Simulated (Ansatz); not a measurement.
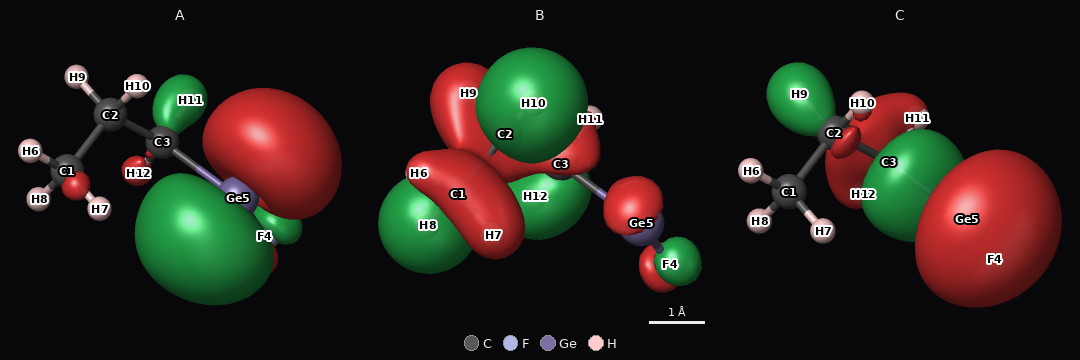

The picture shows: C3H7FGe (SMILES CC[CH2][Ge][F]). Three frontier orbitals at ±0.1 Å⁻³ᐟ² (green and red are the two phases), in no order.

Geometry: PBE-D3(BJ)/def2-SVP.

These are results of isolated molecule in a Gaussian basis; Kohn-Sham density functional theory, functional PBE0 in Ansatz 0.2.0, not measurements.

```xyz
12

C    -2.1510   -0.5588    1.8846
C    -2.3015    0.2136    0.5712
C    -0.9527    0.4919   -0.1007
F     1.7266    1.3630    0.0298
Ge    0.2225    1.7955    0.8902
H    -3.1276   -0.7467    2.3741
H    -1.5197   -0.0013    2.6122
H    -1.6615   -1.5412    1.7178
H    -2.9708   -0.3524   -0.1141
H    -2.8312    1.1737    0.7684
H    -1.0806    0.9612   -1.1063
H    -0.3690   -0.4385   -0.2812
```

Which picture is the HOMO−1, the HOMO and the LUMO?

Answer. B is the HOMO−1 (−9.64 eV). It lies mainly on C2 (about 25 %), H10 (about 20 %), C1 (about 15 %), H8 (about 10 %), C3 (about 10 %) and H12 (about 5 %). C is the HOMO (−6.69 eV). By Hirshfeld shares it lies mainly on Ge5 (about 55 %), C3 (about 25 %) and F4 (about 5 %). A is the LUMO (−2.43 eV). Its weight (Hirshfeld) is mainly on Ge5 (about 80 %).

What is the HOMO–LUMO gap?

Answer. 4.26 eV between the orbital energies.
